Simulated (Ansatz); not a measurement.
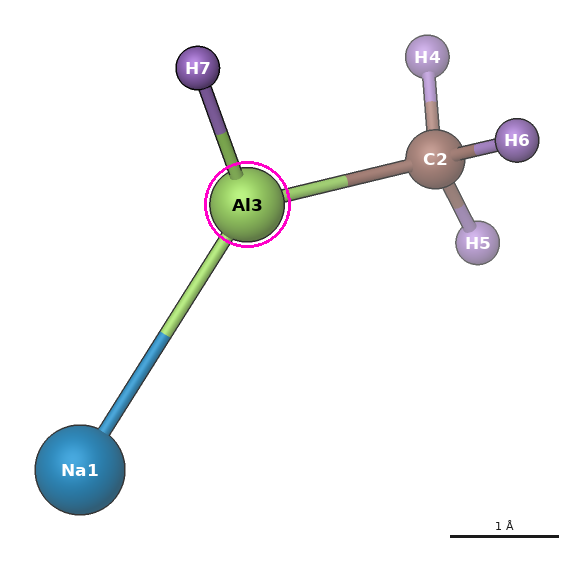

Orthographic view. Depth is shown by fading: the farther an atom, the more it takes the colour of the background. The computed structure is the end point of a PBE-D4/def2-SVP optimisation. No frequency run is at hand to confirm it as a minimum.

> Which atoms are bonded to the circled atom?

The circled atom is Al3; it is bonded to Na1, C2, H7.

> Of C2 and H6, which is nearer the viewer?

H6; the bond to C2 points away from the viewer, so it looks shorter than its 1.11 Å.

> Which atom is nearest the viewer?

H7, 1.4 Å in front of the mean position.
